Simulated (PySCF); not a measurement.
```yaml
atoms:
  - { symbol: C, position_ang: [0.1573, -2.4948, 0.0867] }
  - { symbol: C, position_ang: [-0.2521, -1.0630, 0.2185] }
  - { symbol: C, position_ang: [-0.9981, -0.3324, -0.7216] }
  - { symbol: C, position_ang: [-1.0983, 1.0096, -0.2896] }
  - { symbol: Si, position_ang: [0.8262, 1.8610, -0.6017] }
  - { symbol: C, position_ang: [-0.3757, 1.0993, 0.9793] }
  - { symbol: C, position_ang: [0.1273, -0.1926, 1.2542] }
  - { symbol: H, position_ang: [1.1237, -2.5903, -0.4362] }
  - { symbol: H, position_ang: [0.2708, -2.9714, 1.0716] }
  - { symbol: H, position_ang: [-0.5829, -3.0719, -0.4866] }
  - { symbol: H, position_ang: [-1.3962, -0.7212, -1.6595] }
  - { symbol: H, position_ang: [-1.8028, 1.7561, -0.6604] }
  - { symbol: H, position_ang: [1.6730, 0.7115, -1.0051] }
  - { symbol: H, position_ang: [1.6004, 2.8362, 0.2413] }
  - { symbol: H, position_ang: [0.4406, 2.6959, -1.7914] }
  - { symbol: H, position_ang: [-0.4640, 1.9224, 1.6906] }
  - { symbol: H, position_ang: [0.7508, -0.4542, 2.1098] }
```

Geometry: PBE0-D3(BJ)/def2-SVP.

All numbers below come from CAM-B3LYP/pcSseg-1, SCF density, in a acetonitrile solvent model, non-relativistic in PySCF.

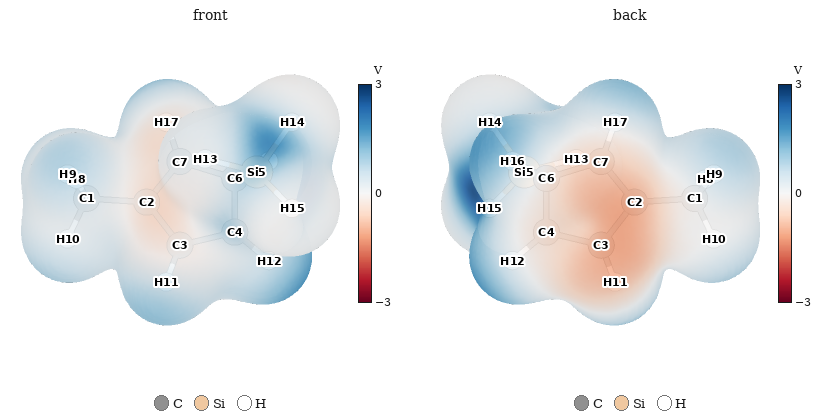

C₆H₁₀Si. The electrostatic potential painted on the density surface at 0.004 e/bohr³, seen from the front and from behind; red is negative and blue positive.

> Where is the surface potential most negative and most positive?

The most negative region (about −1.2 V) lies over the π face of C2, C3 and C7, the most positive (about +2.4 V) over Si5.
